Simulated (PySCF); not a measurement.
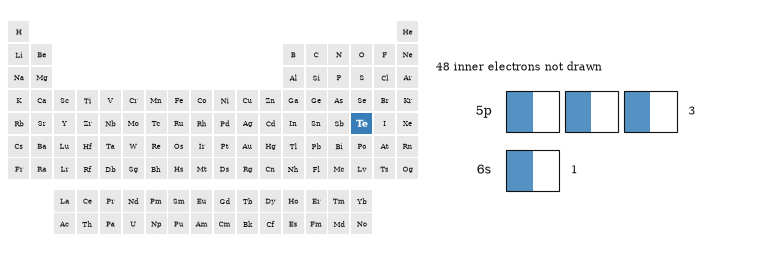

*Left, the place of tellurium in the periodic table; right, the outer shells of the nominal configuration: a box for each of the 2l + 1 orbitals, shaded by the share of the shell that is filled, with the electron count at the right.*

Atomic calculation for Te

Te, configuration 1s2 2s2 2p6 3s2 3p6 3d10 4s2 4p6 4d10 5s2 5p3 6s1, multiplicity 5. Level asked for: unrestricted B97-3, dyall-av2z, non-relativistic, point nucleus (PySCF).

### Input
```python
from pyscf import gto, scf, dft, mp, cc
import basis_set_exchange as bse
mol = gto.M(atom="Te 0 0 0", charge=0, spin=4, symmetry="D2h",
            basis=gto.basis.parse(bse.get_basis("dyall-av2z", elements=["Te"], fmt="nwchem")))
mf = dft.UKS(mol, xc="HYB_GGA_XC_B97_3")
mf.irrep_nelec = {'Ag': (10, 9), 'B1g': (2, 2), 'B2g': (2, 2), 'B3g': (2, 2), 'B1u': (4, 3), 'B2u': (4, 3), 'B3u': (4, 3)}
mf.kernel()
```

The script is an equivalent of what the driver set up; the driver started from orbitals of its own, so the log can be shorter than this script's would be, and it computed the properties (radii, ⟨L²⟩, response) afterwards. It held the occupations shell by shell, which the script's counts by irreducible representation don't always enforce.

### Output (extracts)
```
damping factor = 0
level_shift factor = 0
DIIS = <class 'pyscf.scf.diis.CDIIS'>
diis_start_cycle = 1
diis_space = 10
diis_damp = 0
SCF conv_tol = 1e-09
SCF conv_tol_grad = None
number electrons alpha = 28  beta = 24
XC functionals = HYB_GGA_XC_B97_3
    T. W. Keal and D. J. Tozer.,  J. Chem. Phys. 123, 121103 (2005)
cycle= 1 E= -6613.76995503375  delta_E= -0.016  |g|= 0.0397  |ddm|= 0.451
cycle= 2 E= -6613.77002438225  delta_E= -6.93e-05  |g|= 0.0366  |ddm|= 0.0694
cycle= 3 E= -6613.77014283615  delta_E= -0.000118  |g|= 0.00211  |ddm|= 0.0349
cycle= 4 E= -6613.77014440319  delta_E= -1.57e-06  |g|= 0.000647  |ddm|= 0.00746
cycle= 5 E= -6613.77014464656  delta_E= -2.43e-07  |g|= 0.000225  |ddm|= 0.00244
cycle= 6 E= -6613.77014515863  delta_E= -5.12e-07  |g|= 0.00243  |ddm|= 0.00244
cycle= 7 E= -6613.77014468759  delta_E= 4.71e-07  |g|= 0.000281  |ddm|= 0.00195
cycle= 8 E= -6613.7701446964  delta_E= -8.82e-09  |g|= 0.000325  |ddm|= 0.000161
cycle= 9 E= -6613.77014471247  delta_E= -1.61e-08  |g|= 0.000376  |ddm|= 0.000166
cycle= 10 E= -6613.77014471069  delta_E= 1.78e-09  |g|= 0.000369  |ddm|= 1.84e-05
[... 40 cycles left out ...]
SCF not converged.
SCF energy = -6613.77014498172 after 50 cycles  <S^2> = 6.0007883  2S+1 = 5.0003153

damping factor = 0
level_shift factor = 0.3
DIIS = <class 'pyscf.scf.diis.CDIIS'>
diis_start_cycle = 1
diis_space = 10
diis_damp = 0
SCF conv_tol = 1e-09
SCF conv_tol_grad = None
number electrons alpha = 28  beta = 24
XC functionals = HYB_GGA_XC_B97_3
    T. W. Keal and D. J. Tozer.,  J. Chem. Phys. 123, 121103 (2005)
[... 42 cycles left out ...]
cycle= 43 E= -6613.77014458662  delta_E= 6.13e-07  |g|= 0.000566  |ddm|= 0.00195
cycle= 44 E= -6613.77014450148  delta_E= 8.51e-08  |g|= 0.00049  |ddm|= 0.000543
cycle= 45 E= -6613.77014453404  delta_E= -3.26e-08  |g|= 0.000489  |ddm|= 0.000289
cycle= 46 E= -6613.77014451823  delta_E= 1.58e-08  |g|= 0.000483  |ddm|= 0.000109
cycle= 47 E= -6613.77014445913  delta_E= 5.91e-08  |g|= 0.000488  |ddm|= 0.000432
cycle= 48 E= -6613.77014466165  delta_E= -2.03e-07  |g|= 0.000754  |ddm|= 0.00133
cycle= 49 E= -6613.77014480489  delta_E= -1.43e-07  |g|= 0.00113  |ddm|= 0.00213
cycle= 50 E= -6613.77014459867  delta_E= 2.06e-07  |g|= 0.000574  |ddm|= 0.00251
cycle= 51 E= -6613.77014495498  delta_E= -3.56e-07  |g|= 0.00214  |ddm|= 0.00216
cycle= 52 E= -6613.77014452424  delta_E= 4.31e-07  |g|= 0.000592  |
```

### Outcome

- outcome: not converged
- total energy: −6613.7701 hartree
- kinetic energy: 6611.1627 hartree
- ⟨S²⟩: 6.001
- SCF iterations: 170
- hardware: 1 CPU thread, shared host
- CPU time: 1.7 min (integrals apart)

### Diagnosis

The run did not meet its convergence test in 170 iterations, so its last values are not results. This is not the ground configuration of the species.
